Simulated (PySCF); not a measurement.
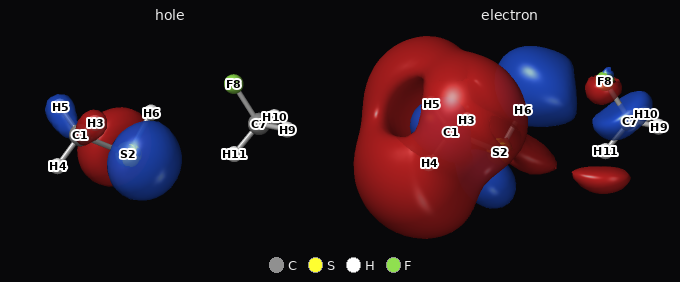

Figure. C$_{2}$H$_{7}$FS, SMILES `CS.CF`. Leading natural transition orbital pair of S₃ (TDA singlet states); the surfaces enclose about 78 % of each orbital's density.

PySCF calculation, B3LYP/def2-SVP, gas phase; geometry: GFN2-xTB. The pair's geometry is semi-empirical, so its contact may be too short or too long. GFN2-xTB bond lengths at metals and heavier atoms can be off by up to 0.1 Å and shapes distorted, which carries into these values. Without diffuse functions Rydberg states are missing, so the states' numbers hold for this basis only.

Input script:

```python
import numpy as np
from pyscf import gto, scf, dft, tdscf
from pyscf.scf import atom_ks, atom_hf
from scipy.linalg import block_diag

def solve(mol, dm0=None, hcore=None):
    mf = (dft.UKS if mol.spin else dft.RKS)(mol, xc='b3lyp')
    mf.grids.level = 3
    mf = mf.density_fit(auxbasis='def2-universal-jkfit')
    mf.conv_tol, mf.max_cycle = 1e-8, 80
    if hcore is not None:
        mf.get_hcore = lambda *args: hcore
    mf.kernel(dm0)
    if not mf.converged:
        mf = mf.newton().run(mf.mo_coeff, mf.mo_occ, max_cycle=30)
    assert mf.converged, 'SCF not converged'
    return mf

mol = gto.M(atom='''
C     -2.58411     0.54349     0.17531
S     -1.15877    -0.54769    -0.12035
H     -2.35848     1.22295     0.99132
H     -3.41504    -0.10010     0.44557
H     -2.81753     1.09166    -0.73230
H     -0.29309     0.42168    -0.40173
C      2.61978    -0.40122     0.19125
F      2.10842     0.81919    -0.15611
H      3.13240    -0.28971     1.14672
H      3.31447    -0.70811    -0.59051
H      1.78782    -1.10168     0.27219
''', basis='def2-svp', charge=0, spin=0, verbose=4)
mf = solve(mol)
td = mf.TDA()
td.nstates, td.singlet, td.conv_tol = 5, True, 1e-5
td.kernel()
td.analyze()
x, y = np.array([p[0] for p in td.xy]), np.array([p[1] + 0 * p[0] for p in td.xy])
f, mu = td.oscillator_strength(), td.transition_dipole()
nto = [td.get_nto(state=i + 1, verbose=4) for i in range(len(td.e))]
# spherically averaged free atoms, for the promolecule
atm = atom_ks.get_atm_nrks(mol, xc='b3lyp')
pro = block_diag(*[(atm[a[0]][2] * atm[a[0]][3]) @ atm[a[0]][2].T for a in mol._atom])
np.savez('result.npz', e=td.e, f=f, ok=td.converged, w=[n[0] for n in nto], nto=[n[1] for n in nto], x=x, y=y, c=mf.mo_coeff, occ=mf.mo_occ, eps=mf.mo_energy, pro=pro, mu=mu)
```

Run with:

```sh
OMP_NUM_THREADS=1 python input.py
```

The run took 2.1 min on 1 thread of Arm Neoverse V2 (shared host), peak memory 0.54 GiB.

Give its energy and the atoms that hole and electron lie on.

Answer. 7.76 eV (160 nm), f = 0.001 (very weak); the leading pair carries 100 %; hole on S2 (83 %) and C1 (6 %), electron on H4 (23 %), C1 (17 %) and S2 (13 %); their centroids lie 1.2 Å apart. In canonical orbitals it is mainly HOMO → LUMO+3 (70 %). The HOMO–LUMO gap is 7.10 eV.
